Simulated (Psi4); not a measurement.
# B3LYP/cc-pVTZ run of SiH4O (SMILES [H][Si]([H])([H])O)

Aim: the vertical singlet–triplet gap of SiH4O at B3LYP/cc-pVTZ, from 2 runs. 

The results are computed with Psi4 1.11.

## (1) The system as given

SiH4O: 6 atoms, total charge 0, spin state singlet. SMILES: `[H][Si]([H])([H])O`. Geometry: relaxed at GFN2-xTB.

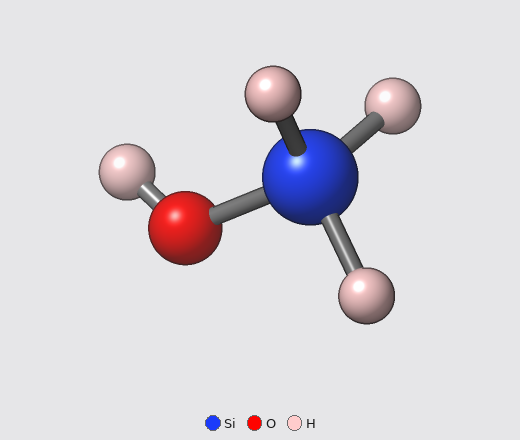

Viewed from a chosen angle; silicon blue, oxygen red, hydrogen pink.

## (2) The energy at B3LYP/cc-pVTZ

File input.json:

```json
{
 "schema_name": "qcschema_input",
 "schema_version": 1,
 "molecule": {
  "schema_name": "qcschema_molecule",
  "schema_version": 2,
  "symbols": ["Si", "O", "H", "H", "H", "H"],
  "geometry": [-0.11327018, -0.21726181, -0.77083818, -0.11251429, -0.17368473, 2.30004236, 0.61854516, 1.17340654, 3.24515108, 2.48149386, -0.21310442, -1.7325954, -1.43690995, 2.00004834, -1.76347352, -1.43732569, -2.56940392, -1.27826744],
  "molecular_charge": 0,
  "molecular_multiplicity": 1,
  "fix_symmetry": "c1",
  "fix_com": true,
  "fix_orientation": true
 },
 "driver": "energy",
 "model": {
  "method": "b3lyp",
  "basis": "cc-pVTZ"
 },
 "keywords": {
  "reference": "rks",
  "puream": true,
  "e_convergence": 1e-09,
  "d_convergence": 1e-08,
  "scf_type": "pk",
  "dft_radial_points": 99,
  "dft_spherical_points": 590,
  "scf_properties": ["DIPOLE", "LOWDIN_CHARGES", "QUADRUPOLE"]
 }
}
```

On the command line:

```console
$ psi4 --qcschema input.json -n 1 --memory 1600MB
```

stdout:

```text
[...]
  Running in c1 symmetry.
[...]
  Nuclear repulsion =   65.669477802606366
[...]
  Multiplicity = 1
[...]
  Nalpha       = 13
  Nbeta        = 13
[...]
    Number of basis functions: 120
[...]
   @RKS iter   1:  -367.01925347667850   -2.35180e-01   6.28368e-03 DIIS/ADIIS
[...]
   @RKS iter  10:  -367.21856843673044   -5.11591e-12   3.10493e-09 DIIS
[...]
    Orbital Energies [Eh]
    ---------------------
    Doubly Occupied:
       1A    -66.141838     2A    -19.126926     3A     -5.286905
       4A     -3.646560     5A     -3.644575     6A     -3.644534
       7A     -1.009791     8A     -0.579790     9A     -0.475123
      10A     -0.386983    11A     -0.385650    12A     -0.331950
      13A     -0.309348
[...]
  @RKS Final Energy:  -367.21856843673044
   => Energetics <=
    Nuclear Repulsion Energy =             65.6694778026063659
    One-Electron Energy =                -637.9173501365255561
    Two-Electron Energy =                 230.1154168156666628
    DFT Exchange-Correlation Energy =     -25.0861129184779088
    Empirical Dispersion Energy =           0.0000000000000000
    VV10 Nonlocal Energy =                  0.0000000000000000
    Total Energy =                       -367.2185684367304361
[...]
 Multipole Moments:
 ------------------------------------------------------------------------------------
     Multipole            Electronic (a.u.)      Nuclear  (a.u.)        Total (a.u.)
 ------------------------------------------------------------------------------------
 L = 1.  Multiply by 2.5417464519 to convert [e a0] to [Debye]
 Dipole X            :          2.4974202           -2.2600935            0.2373267
 Dipole Y            :          4.4753765           -4.0401966            0.4351799
 Dipole Z            :         -6.0280685            6.0794191            0.0513506
 Magnitude           :                                                    0.4983397
 L = 2.  Multiply by 1.3450342976 to convert [e a0^2] to [Debye ang]
 Quadrupole XX       :        -26.9784963           10.9519228          -16.0265735
 Quadrupole XY       :         -1.0448884            1.5170346            0.4721463
[...]
```

The result, in JSON:

```text
{
 "driver": "energy",
 "model": {
  "method": "b3lyp",
  "basis": "cc-pVTZ"
 },
 "success": true,
 "return_result": -367.21856843673044,
 "properties": {
  "calcinfo_nbasis": 120,
  "calcinfo_nmo": 120,
  "calcinfo_nalpha": 13,
  "calcinfo_nbeta": 13,
  "calcinfo_natom": 6,
  "nuclear_repulsion_energy": 65.66947780260637,
  "return_energy": -367.21856843673044,
  "scf_one_electron_energy": -637.9173501365256,
  "scf_two_electron_energy": 230.11541681566666,
  "scf_xc_energy": -25.08611291847791,
  "scf_dipole_moment": [0.23732672863715232, 0.4351799071760638, 0.05135057827593226],
  "scf_total_energy": -367.21856843673044,
  "scf_iterations": 10
 }
}
```

Run time: 14 s. Hardware: 1 thread of AMD EPYC 9R45 (Zen 5), shared host; peak memory 0.93 GiB.

## (3) The triplet: energy and gradient at UB3LYP/cc-pVTZ

File job.dat:

```
memory 1600 mb

molecule {
  0 3
  Si    -0.11327018    -0.21726181    -0.77083818
  O     -0.11251429    -0.17368473     2.30004236
  H      0.61854516     1.17340654     3.24515108
  H      2.48149386    -0.21310442    -1.73259540
  H     -1.43690995     2.00004834    -1.76347352
  H     -1.43732569    -2.56940392    -1.27826744
  units au
  symmetry c1
}

set globals {
  reference            uks
  puream               true
  e_convergence        1e-09
  d_convergence        1e-08
  scf_type             pk
  dft_radial_points    99
  dft_spherical_points 590
  maxiter              200
}

E, wfn = gradient('b3lyp/cc-pVTZ', return_wfn=True)
oeprop(wfn, 'DIPOLE', 'MULLIKEN_CHARGES', 'LOWDIN_CHARGES')
```

On the command line:

```console
$ psi4 job.dat job.out -n 1
```

job.out:

```text
[...]
  Running in c1 symmetry.
[...]
  Nuclear repulsion =   65.669477802606366
[...]
  Multiplicity = 3
[...]
  Nalpha       = 14
  Nbeta        = 12
[...]
    Number of basis functions: 120
[...]
   @UKS iter   1:  -366.74990371189574    3.41703e-02   6.18901e-03 ADIIS/DIIS
[...]
   @UKS iter  16:  -366.96720208900143   -6.65068e-12   7.40159e-09 DIIS
[...]
   @S^2 Observed:                2.008276245E+00
[...]
  @UKS Final Energy:  -366.96720208900143
   => Energetics <=
    Nuclear Repulsion Energy =             65.6694778026063659
    One-Electron Energy =                -636.5838169211178865
    Two-Electron Energy =                 228.9285203686198145
    DFT Exchange-Correlation Energy =     -24.9813833391097013
    Empirical Dispersion Energy =           0.0000000000000000
    VV10 Nonlocal Energy =                  0.0000000000000000
    Total Energy =                       -366.9672020890013755
[...]
  -Total Gradient:
     Atom            X                  Y                   Z
    ------   -----------------  -----------------  -----------------
       1        0.013578698956     0.023153686454     0.055977083874
       2        0.021837355526     0.039758064317    -0.036467026630
       3       -0.022375585048    -0.041168577753    -0.022005964522
       4       -0.018465187917    -0.008376231344     0.002731160493
       5        0.001938919107    -0.020066173358     0.002837565191
       6        0.003485468189     0.006698686250    -0.003071815195
[...]
 Multipole Moments:
 ------------------------------------------------------------------------------------
     Multipole            Electronic (a.u.)      Nuclear  (a.u.)        Total (a.u.)
 ------------------------------------------------------------------------------------
 L = 1.  Multiply by 2.5417464519 to convert [e a0] to [Debye]
 Dipole X            :         -0.1547895            0.3078006            0.1530111
 Dipole Y            :         -0.2803670            0.5432950            0.2629280
 Dipole Z            :          1.3690120           -1.3312588            0.0377532
 Magnitude           :                                                    0.3065433
[...]
  Mulliken Charges: (a.u.)
   Center  Symbol    Alpha    Beta     Spin     Total
       1    SI     7.45566  6.68045  0.77520 -0.13611
       2     O     4.21781  3.73844  0.47937  0.04375
       3     H     0.67045  0.36930  0.30115 -0.03976
       4     H     0.57610  0.34957  0.22653  0.07434
       5     H     0.57380  0.35428  0.21952  0.07192
       6     H     0.50618  0.50796 -0.00177 -0.01414
   Total alpha = 14.00000, Total beta = 12.00000, Total charge = -0.00000
  Lowdin Charges: (a.u.)
   Center  Symbol    Alpha    Beta     Spin     Total
[...]
```

Wall time 38 s (1 thread of AMD EPYC 9R45 (Zen 5), shared host); peak memory 0.92 GiB.

## (4) Results

Level: B3LYP/cc-pVTZ.

| quantity | value |
| --- | --- |
| singlet: total energy | -367.21857 Eh |
| singlet: dipole moment | 1.27 D |
| singlet: HOMO energy | -8.42 eV |
| singlet: LUMO energy | -0.03 eV |
| singlet: HOMO–LUMO gap | 8.39 eV |
| triplet: total energy | -366.96720 Eh |
| triplet: dipole moment | 0.78 D |
| triplet: HOMO energy (highest over α and β) | -2.19 eV |
| triplet: ⟨S²⟩ | 2.008 |
| triplet: largest force on an atom | 3.192 eV/Å |
| vertical energy of the triplet above the singlet | 6.840 eV |

In words: At this shape the triplet lies 6.84 eV (158 kcal/mol) above the singlet. Mulliken charges (triplet) run from -0.14 on Si1 to +0.07 on H4; they depend strongly on the basis.
